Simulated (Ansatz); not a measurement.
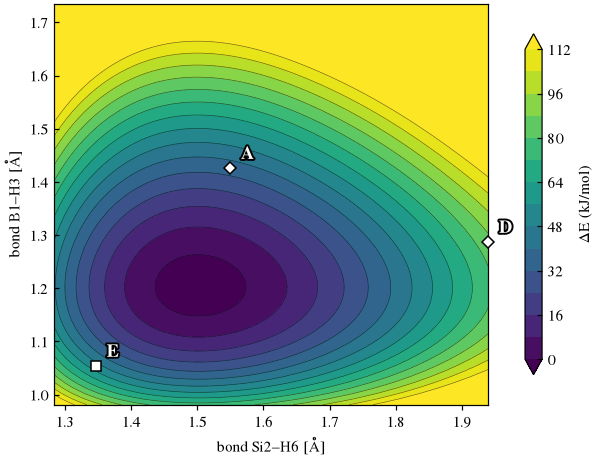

BH₅Si, SMILES B[SiH3]. Two internal coordinates are moved rigidly from the geometry relaxed at PBE0-D4/def2-TZVP, all others fixed. The first coordinate is: bond Si2–H6; the second: bond B1–H3. The grid has 7 × 7 points. Points are written as (first, second). Energies: kJ/mol, counted from the lowest grid point. Level of theory: Ansatz 0.2.0, RKS PBE-D4/def2-TZVPP.

In the figure: filled contours, one colour for all values above the top of the scale, lettered points. Between grid points the surface is interpolated.

### What kind of point is each of A, E: minimum, saddle, maximum or slope?

A: on a slope; E: on a slope. (In these two coordinates alone; a stationary point may lie a little off the grid point.)

### Rank the lettered points by energy, lowest first.

A (36 kJ/mol), E (51 kJ/mol), D (85 kJ/mol).
